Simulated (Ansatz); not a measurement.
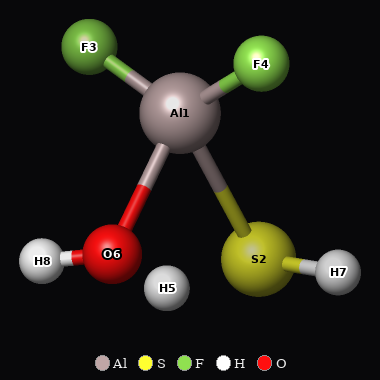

The system is the reacting system AlF2H3OS (fragments AlF₂H₃OS where the first distance is long, AlF₂HO + H₂S where the second is long); the picture shows the reference structure. The first coordinate is: distance S2–H5 (bond that forms); the second: distance Al1–S2 (bond that breaks). Relaxed at each point: all other coordinates. The scan uses a 9 × 9 grid. Points are written as (first, second). All energies are given in kJ/mol relative to the lowest grid point. Energies and slopes of some neighbouring points disagree (a jump in structure or state, or too coarse a mesh). The reference is spin-restricted, so regions where a bond is pulled apart into radicals lie too high. Level of theory: Ansatz 0.2.0, RKS B3LYP-D4/def2-SVP.

Its coordinates:

```xyz
8

Al   -0.7969   -0.3955   -0.6055
S     1.7401    0.3137   -0.7378
F    -1.0382   -2.0317   -0.6524
F    -1.8324    0.7040   -1.2751
H     0.8713    0.3110    0.8309
O    -0.2385    0.1397    1.4322
H     1.4182    1.6083   -0.9795
H    -0.1236   -0.6496    1.9872
```

Range: distance S2–H5 (bond that forms) from 1.224 to 3.024 Å; distance Al1–S2 (bond that breaks) from 2.034 to 3.534 Å.

What will the energy surface look like?

The lowest grid point is at (3.024 Å, 2.145 Å). It lies on the edge of the grid, but the force there points inwards, so the minimum lies inside the range. Other grid points that lie below all their neighbours: (1.358 Å, 2.474 Å) (30 kJ/mol higher). The highest grid point, (3.024 Å, 3.534 Å), lies 257 kJ/mol above the lowest.

| second ↓, first → | 1.224 | 1.358 | 1.542 | 1.752 | 1.981 | 2.224 | 2.480 | 2.747 | 3.024 |
| --- | --- | --- | --- | --- | --- | --- | --- | --- | --- |
| 3.534 | 96 | 69 | 102 | 162 | 197 | 215 | 230 | 245 | 257 |
| 3.303 | 87 | 60 | 93 | 148 | 169 | 180 | 192 | 204 | 214 |
| 3.081 | 77 | 51 | 83 | 127 | 136 | 143 | 151 | 160 | 169 |
| 2.868 | 68 | 41 | 73 | 100 | 100 | 102 | 107 | 113 | 120 |
| 2.665 | 59 | 33 | 61 | 72 | 64 | 61 | 63 | 66 | 71 |
| 2.474 | 57 | 30 | 54 | 49 | 34 | 27 | 25 | 26 | 29 |
| 2.299 | 69 | 41 | 58 | 40 | 19 | 7 | 2 | 1 | 2 |
| 2.145 | 102 | 75 | 83 | 53 | 27 | 12 | 4 | 1 | 0 |
| 2.034 | 149 | 122 | 123 | 86 | 56 | 38 | 28 | 23 | 21 |

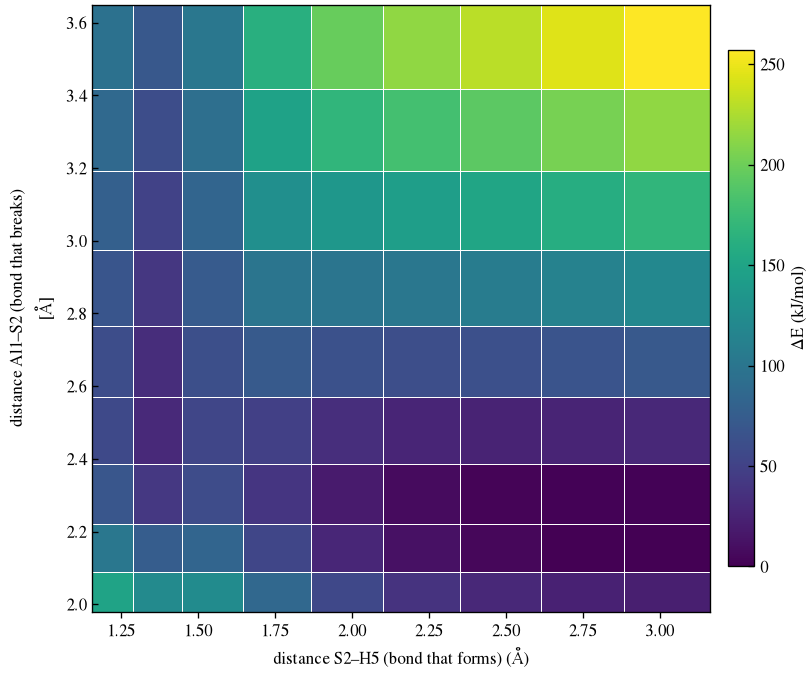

The picture shows one coloured cell a grid point.

Each point was launched as `ansatz run input.yaml --threads 1 --pin off --max-ram 2560MiB --backend cpu --events-out ev --progress --plain --runs-dir out`. Time for the 81 points that were run: 39 min on 1 thread of Arm Neoverse V1, with other jobs on the host.
